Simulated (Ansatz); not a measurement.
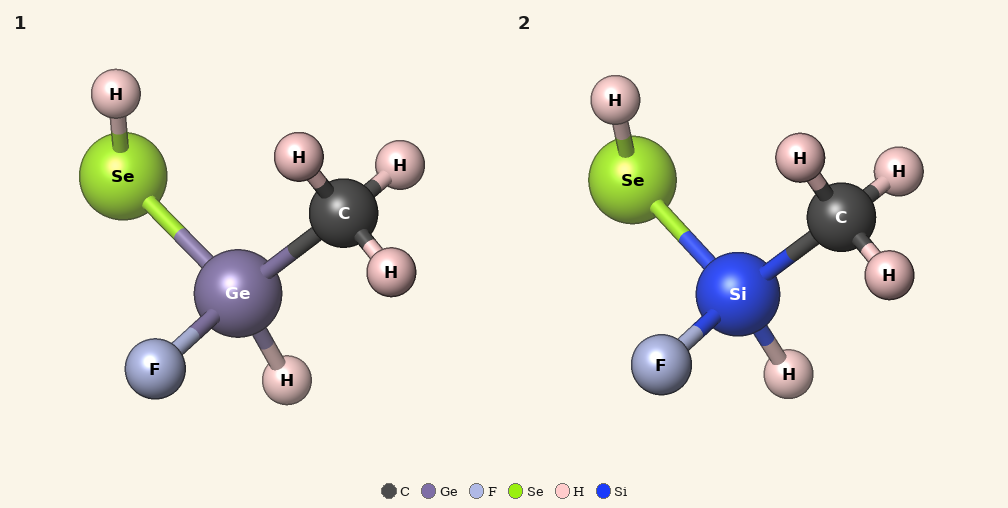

2 molecules with one skeleton, seen from the same side and at one scale. Each species is neutral and a spin singlet. Computed geometries: PBE0-D4/def2-TZVP optimisations, one conformation each. Properties computed with Ansatz 0.2.0.

One atom differs, called X below: Ge in panel 1, Si in panel 2. Their formulas are CH5FGeSe (`[CH3][Ge@@H]([F])[SeH]`), CH5FSeSi (`C[Si@@H](F)[SeH]`).

Question: In which is the length of X–H larger (PBE0-D4/def2-TZVP)?

Answer: In panel 1 (X = Ge).

Question: In which is the length of X–F larger (PBE0-D4/def2-TZVP)?

Answer: In panel 1 (X = Ge).

Give the values. With PBE0-D4/def2-TZVP: length of X–C (Å), length of X–F (Å), length of X–H (Å), length of X–Se (Å), angle C–X–H (°). With ωB97M-V/def2-QZVPP: HOMO energy (Kohn–Sham orbital) (eV), HOMO–LUMO gap (eV). With PBE-D4/def2-TZVPP: dipole moment (D).

```tsv
quantity	1 (Ge)	2 (Si)	2 − 1
length of X–C (Å)	1.935	1.852	−0.083
length of X–F (Å)	1.746	1.602	−0.144
length of X–H (Å)	1.535	1.482	−0.053
length of X–Se (Å)	2.341	2.267	−0.074
angle C–X–H (°)	116.4	113.7	−2.7
HOMO energy (Kohn–Sham orbital) (eV)	−9.51	−9.51	0.00
HOMO–LUMO gap (eV)	10.91	10.94	+0.03
dipole moment (D)	2.43	1.88	−0.55
```
